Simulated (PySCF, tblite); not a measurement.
# C₆H₇B: dynamics, then NMR shifts on frames, part 2 of 2

tblite 0.8.0 and PySCF 2.14.0. Atoms count from 0. The steps go on from the part before.

**5. Nuclear shieldings: 625 fs, PBE0/pcSseg-1**

The job: settings as JSON, then the geometry in Å.

```
{"job": {"kind": "nmr", "xc": "PBE0", "basis": "pcSseg-1", "pop": false}, "charge": 0, "multiplicity": 1}
B      0.753100     1.197600    -0.249300
C      1.806100     0.070000    -0.127700
C      1.679600    -1.183500     0.312300
C      0.580800    -1.882000     0.858800
C     -0.700300    -1.532900     1.019200
C     -1.253100    -0.242800     0.709500
C     -0.729900     0.899000     0.159300
H      1.219800     2.277700    -0.507700
H      2.748000     0.255300    -0.569600
H      2.584500    -1.812100     0.394000
H      0.809800    -2.881800     1.223000
H     -1.395800    -2.302000     1.436900
H     -2.325000    -0.174900     0.955200
H     -1.387200     1.794500    -0.001100
```

Level: GIAO PBE0/pcSseg-1 NMR shielding, non-relativistic, gas phase.

The program printed:

```text
coarse grid: 11944 points
cycle   1  E = -257.2153451648  dE =  9.520e-01  |g| = 3.645e-01  |ddm| = 3.567e+00
cycle   2  E = -257.1951157627  dE =  2.023e-02  |g| = 4.539e-01  |ddm| = 9.419e-01
cycle   3  E = -257.2541529293  dE = -5.904e-02  |g| = 1.097e-01  |ddm| = 5.876e-01
cycle   4  E = -257.2574088376  dE = -3.256e-03  |g| = 3.288e-02  |ddm| = 1.280e-01
cycle   5  E = -257.2577143019  dE = -3.055e-04  |g| = 6.397e-03  |ddm| = 4.408e-02
cycle   6  E = -257.2577250343  dE = -1.073e-05  |g| = 2.929e-03  |ddm| = 9.649e-03
cycle   7  E = -257.2577273652  dE = -2.331e-06  |g| = 5.917e-04  |ddm| = 2.931e-03
final grid: 116064 points
cycle   8  E = -257.2977383551  dE = -2.654e-05  |g| = 6.757e-03  |ddm| = 3.348e-02
cycle   9  E = -257.2977354460  dE =  2.909e-06  |g| = 7.578e-03  |ddm| = 1.427e-02
cycle  10  E = -257.2977510557  dE = -1.561e-05  |g| = 9.107e-04  |ddm| = 7.722e-03
cycle  11  E = -257.2977512728  dE = -2.171e-07  |g| = 3.651e-04  |ddm| = 1.253e-03
cycle  12  E = -257.2977513117  dE = -3.889e-08  |g| = 6.693e-05  |ddm| = 3.853e-04
cycle  13  E = -257.2977513127  dE = -9.810e-10  |g| = 2.838e-05  |ddm| = 8.006e-05
converged SCF energy = -257.2977513127

GIAO shielding tensors (ppm)
atom      isotropic    diamagn.    paramagn.     s11        s22        s33       span
  0 B       50.339     192.683    -142.344      1.051     24.022    125.944    124.893
  1 C       28.661     258.088    -229.427   -115.995     20.229    181.750    297.745
  2 C       38.775     252.959    -214.184    -76.083     32.934    159.474    235.557
  3 C       43.362     255.986    -212.624    -68.308     41.229    157.163    225.471
  4 C       43.000     257.210    -214.210    -71.008     48.238    151.770    222.778
  5 C       31.981     253.232    -221.251    -81.153     15.154    161.942    243.095
  6 C       21.905     256.814    -234.909   -129.212     18.578    176.349    305.561
  7 H       24.511      29.786      -5.275     22.048     23.844     27.641      5.594
  8 H       23.560      30.858      -7.298     19.796     21.965     28.918      9.122
  9 H       23.432      28.118      -4.685     18.722     23.792     27.783      9.062
 10 H       24.126      28.970      -4.843     19.862     23.902     28.616      8.754
 11 H       23.404      28.946      -5.543     19.697     23.397     27.117      7.421
 12 H       23.285      29.636      -6.350     18.868     23.316     27.672      8.805
 13 H       22.149      29.695      -7.546     18.890     20.775     26.781      7.891
```

It took 11 s on 1 thread of Arm Neoverse V2, shared host; peak memory 0.77 GiB.

Key values: δ C6 165.0, C1 158.3, C5 154.9, C2 148.1, H13 9.57, H12 8.43 ppm.

**6. Shielding tensors: 800 fs, PBE0/pcSseg-1**

The job: settings as JSON, then the geometry in Å.

```
{"job": {"kind": "nmr", "xc": "PBE0", "basis": "pcSseg-1", "pop": false}, "charge": 0, "multiplicity": 1}
B      0.981900     1.060900    -0.234800
C      1.895100    -0.115000     0.046800
C      1.709800    -1.315500     0.685900
C      0.605200    -1.859100     1.347400
C     -0.639900    -1.359600     1.243600
C     -1.074100    -0.127700     0.760200
C     -0.473700     0.963300     0.184100
H      1.450200     1.962100    -0.870600
H      2.948200     0.124700    -0.213100
H      2.610000    -1.885100     0.830600
H      0.821700    -2.798900     1.731800
H     -1.387800    -1.984800     1.756800
H     -2.245200    -0.113200     0.789200
H     -1.165400     1.819300     0.180600
```

With the program's defaults for keys left out, this is: GIAO PBE0/pcSseg-1 NMR shielding, non-relativistic, gas phase.

The program printed:

```text
coarse grid: 11944 points
cycle   1  E = -257.2054014918  dE =  1.046e+00  |g| = 3.699e-01  |ddm| = 3.560e+00
cycle   2  E = -257.1816093781  dE =  2.379e-02  |g| = 4.688e-01  |ddm| = 1.003e+00
cycle   3  E = -257.2458863894  dE = -6.428e-02  |g| = 1.199e-01  |ddm| = 6.445e-01
cycle   4  E = -257.2498171441  dE = -3.931e-03  |g| = 3.182e-02  |ddm| = 1.381e-01
cycle   5  E = -257.2500988934  dE = -2.817e-04  |g| = 6.143e-03  |ddm| = 4.572e-02
cycle   6  E = -257.2501083872  dE = -9.494e-06  |g| = 2.910e-03  |ddm| = 9.652e-03
final grid: 116064 points
cycle   7  E = -257.2896126292  dE = -1.929e-05  |g| = 8.563e-03  |ddm| = 3.329e-02
cycle   8  E = -257.2895892718  dE =  2.336e-05  |g| = 1.219e-02  |ddm| = 2.033e-02
cycle   9  E = -257.2896324912  dE = -4.322e-05  |g| = 2.209e-03  |ddm| = 1.338e-02
cycle  10  E = -257.2896339742  dE = -1.483e-06  |g| = 2.514e-04  |ddm| = 2.311e-03
cycle  11  E = -257.2896339872  dE = -1.302e-08  |g| = 9.840e-05  |ddm| = 3.128e-04
cycle  12  E = -257.2896339896  dE = -2.388e-09  |g| = 3.838e-05  |ddm| = 1.274e-04
cycle  13  E = -257.2896339900  dE = -4.134e-10  |g| = 1.193e-05  |ddm| = 5.150e-05
converged SCF energy = -257.2896339900

GIAO shielding tensors (ppm)
atom      isotropic    diamagn.    paramagn.     s11        s22        s33       span
  0 B       57.167     193.595    -136.427      8.232     32.725    130.545    122.313
  1 C       19.169     256.683    -237.514   -134.581     15.601    176.487    311.068
  2 C       32.224     252.861    -220.638    -88.125     20.394    164.401    252.526
  3 C       45.539     258.261    -212.722    -71.763     42.547    165.833    237.596
  4 C       47.198     254.992    -207.794    -63.977     44.240    161.331    225.308
  5 C       30.118     255.636    -225.518    -86.247     22.146    154.455    240.702
  6 C       22.902     255.115    -232.213   -119.571     11.116    177.161    296.732
  7 H       24.945      30.078      -5.133     23.019     23.938     27.877      4.858
  8 H       22.405      29.284      -6.878     19.208     20.240     27.769      8.561
  9 H       23.572      28.849      -5.277     19.163     22.964     28.589      9.427
 10 H       24.277      31.073      -6.796     21.113     22.910     28.807      7.695
 11 H       23.737      29.025      -5.288     19.153     23.864     28.194      9.041
 12 H       22.349      28.430      -6.082     16.914     23.505     26.627      9.713
 13 H       22.965      30.125      -7.160     19.842     21.146     27.906      8.064
```

It took 11 s on 1 thread of Arm Neoverse V2, shared host; peak memory 0.77 GiB.

This run: δ C1 167.8, C6 164.0, C5 156.8, C2 154.7, H12 9.37, H8 9.31 ppm.

**7. Nuclear shieldings: 1000 fs, PBE0/pcSseg-1**

The job: settings as JSON, then the geometry in Å.

```
{"job": {"kind": "nmr", "xc": "PBE0", "basis": "pcSseg-1", "pop": false}, "charge": 0, "multiplicity": 1}
B      1.024800     1.181300     0.279400
C      1.978500    -0.028400     0.531300
C      1.757900    -1.381700     0.783000
C      0.480100    -2.028000     0.950800
C     -0.785600    -1.509400     0.911200
C     -1.155800    -0.180400     0.563800
C     -0.475500     0.935400     0.276200
H      1.414200     2.288500     0.159800
H      3.060600     0.207600     0.486100
H      2.652800    -1.900400     0.875400
H      0.597900    -2.988400     1.361700
H     -1.650100    -2.137200     1.168300
H     -2.270900    -0.023700     0.820600
H     -1.127100     1.846600     0.286000
```

Method: GIAO PBE0/pcSseg-1 NMR shielding, non-relativistic, gas phase.

The program printed:

```text
coarse grid: 11944 points
cycle   1  E = -257.2086928442  dE =  9.115e-01  |g| = 3.610e-01  |ddm| = 3.541e+00
cycle   2  E = -257.1794246142  dE =  2.927e-02  |g| = 4.803e-01  |ddm| = 9.759e-01
cycle   3  E = -257.2474125738  dE = -6.799e-02  |g| = 1.160e-01  |ddm| = 6.373e-01
cycle   4  E = -257.2511233588  dE = -3.711e-03  |g| = 3.090e-02  |ddm| = 1.310e-01
cycle   5  E = -257.2513860023  dE = -2.626e-04  |g| = 7.243e-03  |ddm| = 4.207e-02
cycle   6  E = -257.2513997926  dE = -1.379e-05  |g| = 2.931e-03  |ddm| = 9.738e-03
cycle   7  E = -257.2514019792  dE = -2.187e-06  |g| = 5.970e-04  |ddm| = 2.866e-03
final grid: 116064 points
cycle   8  E = -257.2916605380  dE = -2.903e-05  |g| = 6.647e-03  |ddm| = 3.183e-02
cycle   9  E = -257.2916578178  dE =  2.720e-06  |g| = 7.414e-03  |ddm| = 1.402e-02
cycle  10  E = -257.2916727974  dE = -1.498e-05  |g| = 9.890e-04  |ddm| = 7.723e-03
cycle  11  E = -257.2916730699  dE = -2.724e-07  |g| = 3.850e-04  |ddm| = 1.412e-03
cycle  12  E = -257.2916731119  dE = -4.201e-08  |g| = 6.911e-05  |ddm| = 3.778e-04
cycle  13  E = -257.2916731128  dE = -9.622e-10  |g| = 3.209e-05  |ddm| = 7.960e-05
cycle  14  E = -257.2916731131  dE = -2.561e-10  |g| = 8.717e-06  |ddm| = 3.457e-05
converged SCF energy = -257.2916731131

GIAO shielding tensors (ppm)
atom      isotropic    diamagn.    paramagn.     s11        s22        s33       span
  0 B       54.013     193.598    -139.585      5.148     29.472    127.420    122.272
  1 C       12.576     256.815    -244.239   -139.412      3.858    173.280    312.692
  2 C       26.776     254.694    -227.918   -106.558     25.140    161.745    268.303
  3 C       44.824     251.573    -206.749    -62.182     28.230    168.422    230.604
  4 C       40.506     256.496    -215.990    -76.904     43.996    154.426    231.330
  5 C       28.640     254.281    -225.641    -86.352     23.387    148.885    235.236
  6 C       23.703     255.599    -231.896   -121.812     24.875    168.046    289.859
  7 H       24.971      30.387      -5.416     22.571     24.231     28.110      5.539
  8 H       22.604      29.155      -6.551     18.776     21.039     27.998      9.222
  9 H       23.261      30.354      -7.093     20.180     20.580     29.023      8.843
 10 H       24.461      29.051      -4.590     20.940     23.811     28.633      7.693
 11 H       23.454      29.413      -5.959     19.692     23.138     27.532      7.840
 12 H       22.701      28.910      -6.209     17.296     23.637     27.169      9.873
 13 H       22.718      30.020      -7.302     19.444     21.016     27.694      8.250
```

Run time: 11 s. Hardware: 1 thread of Arm Neoverse V2, shared host; peak memory 0.77 GiB.

This run: δ C1 174.3, C6 163.2, C2 160.1, C5 158.3, H8 9.11, H12 9.02 ppm.

**8. Side by side: NMR shifts**

Shifts (ppm) of some atoms, chosen among heavy atoms and hydrogens apart, with basis size and wall time:

```tsv
frame	C6	C1	C2	C4	H8	H12	B0	functions	time
250 fs	175.3	174.5	157.5	141.3	10.14	8.60	48.8	154	11 s
425 fs	171.1	155.4	148.7	143.5	8.34	9.00	44.5	154	11 s
625 fs	165.0	158.3	148.1	143.9	8.16	8.43	49.7	154	11 s
800 fs	164.0	167.8	154.7	139.7	9.31	9.37	42.9	154	11 s
1000 fs	163.2	174.3	160.1	146.4	9.11	9.02	46.1	154	11 s
```

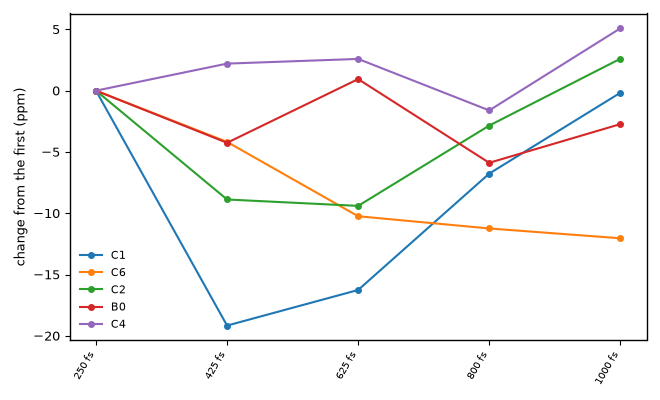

How five of the tabulated atoms move from run to run.

**9. Summary of results**

What follows sums up all 2 parts.

```
                                           quantity                                          value
                                         thermostat                                          300 K
                      mean temperature, second half                                          311 K
            mean potential energy above the minimum                                        0.47 eV
     13C shifts against TMS (PBE0/pcSseg-1, 250 fs)   175.3, 174.5, 157.5, 153.8, 144.5, 141.3 ppm
      1H shifts against TMS (PBE0/pcSseg-1, 250 fs)  10.14, 9.00, 8.82, 8.60, 7.98, 7.91, 7.01 ppm
11B shifts against BF3·OEt2 (PBE0/pcSseg-1, 250 fs)                                       48.8 ppm
                           range of the shift of C1                             155.4 to 174.5 ppm
```

In words: In the second half the potential energy averages 0.47 eV above the minimum; equipartition over 36 harmonic modes at 300 K would give 0.47 eV. With 14 atoms the temperature swings widely (152 to 422 K). Shifts at one fixed geometry are not the observed spectrum, which averages over the motion. Across the 5 runs the shift of C1 moves most, between 155.4 (425 fs) and 174.5 ppm (250 fs).
